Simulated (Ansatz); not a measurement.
ClF₃H₃OW (doublet)

The calculation's input:

```
crystal:
  periodic: [false, false, false]
  atoms:
    - { symbol: W, position_ang: [-0.119556, 0.046866, 0.025268] }
    - { symbol: H, position_ang: [0.646568, 0.208746, 2.840586] }
    - { symbol: F, position_ang: [1.690995, -0.020541, 0.459367] }
    - { symbol: Cl, position_ang: [-0.055219, 2.370908, -0.125684] }
    - { symbol: F, position_ang: [-1.959572, 0.070226, 0.22219] }
    - { symbol: F, position_ang: [-0.151823, -1.863336, 0.255051] }
    - { symbol: H, position_ang: [0.014614, -0.052264, -1.668623] }
    - { symbol: O, position_ang: [-0.227193, -0.04047, 2.443518] }
    - { symbol: H, position_ang: [-0.353213, -0.981235, 2.695428] }
magnetization:
  spin_polarized: true
  initial_magnetization: 1
basis:
  gaussian: { orbitals: def2-SVP }
hamiltonian:
  xc: pbe
relax:
  f_tol: 0.03
  max_steps: 50
output:
  orbitals: {}
```

Launched as:

```sh
ansatz run input.yaml --threads 4 --pin off --max-ram 5120MiB --backend cpu --events-out ev --progress --plain --runs-dir out
```

The fields are those of the run's last geometry, not of the input's.

Core potentials replace the inner electrons of W.

All numbers below come from Ansatz, UKS PBE/def2-SVP.

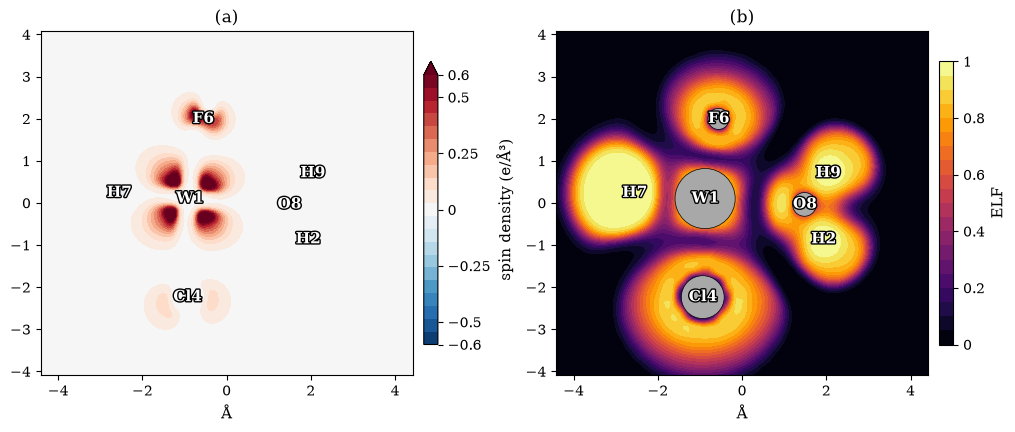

Figure 1. (a) spin density; (b) electron localisation function on the plane of atoms Cl4, W1 and F6. Grey discs cover the atomic cores in the ELF map.

Read the bonding off the picture.

Answer.
- Atoms in the plane: W, H, Cl, F and O.
- W–Cl (2.34 Å): the ELF peaks at about 0.85 in the valence shell of Cl, 0.8 Å from its nucleus, and is about 0.35 at the midpoint.
- W–O (2.37 Å): the ELF is about 0.10 at the midpoint.
- O–H (0.98 Å): the ELF climbs to about 1 towards the hydrogen, as it does in any bond to H (an ordinary covalent bond to hydrogen).
- W–F (1.92 Å): the ELF peaks at about 0.85 in the valence shell of F, 0.6 Å from its nucleus, and drops to about 0.20 between the two atoms.
- W–H (1.70 Å): the ELF climbs to about 1 towards the hydrogen.
- The unpaired spin (1 electron) lies mostly on W1 (about 0.8), Cl4 (about 0.1) and F6 (about 0.1), in electrons by Hirshfeld's partition.

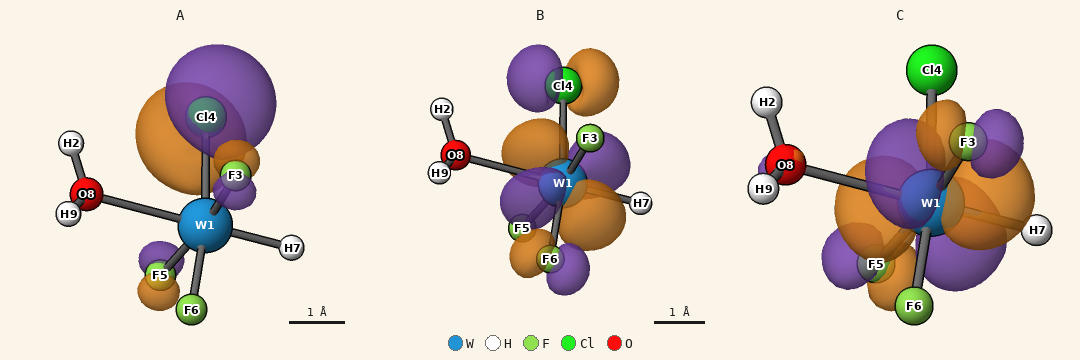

Figure 2. Three frontier orbitals at ±0.15 Å⁻³ᐟ² (orange and purple are the two phases), in no order.

Order the three orbitals by energy and name them. All are α orbitals.

Answer. A is the HOMO−1 (α) (−7.71 eV). By Hirshfeld shares it lies mainly on Cl4 (about 85 %); largely a lone pair of Cl4. B is the HOMO (α) (−4.98 eV). It lies mainly on W1 (about 65 %), Cl4 (about 20 %) and F6 (about 15 %). C is the LUMO (α) (−4.52 eV). It lies mainly on W1 (about 70 %), F5 (about 15 %) and F3 (about 10 %).

What is the gap between the highest occupied and lowest empty α orbitals?

Answer. 0.46 eV between the orbital energies.

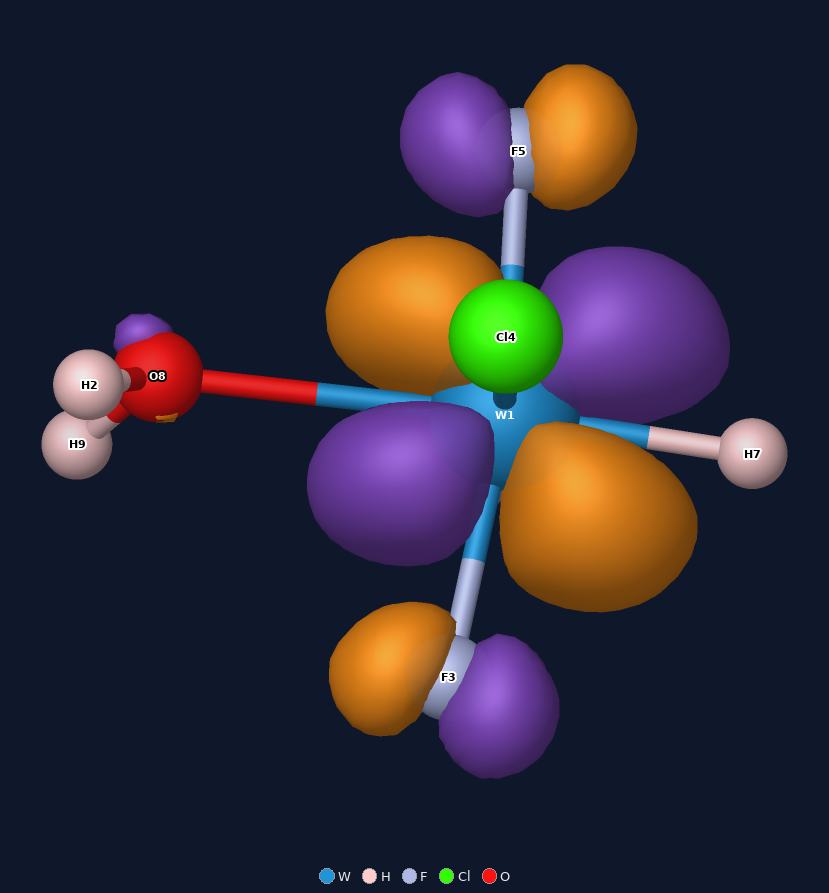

Figure 3. The LUMO (β) at ±0.15 Å⁻³ᐟ² (orange and purple are the two phases), seen from one side.

Where does this orbital lie, and at what energy?

Answer. By Hirshfeld shares it lies mainly on W1 (about 70 %), F5 (about 10 %) and F3 (about 10 %). Its energy is −4.13 eV.
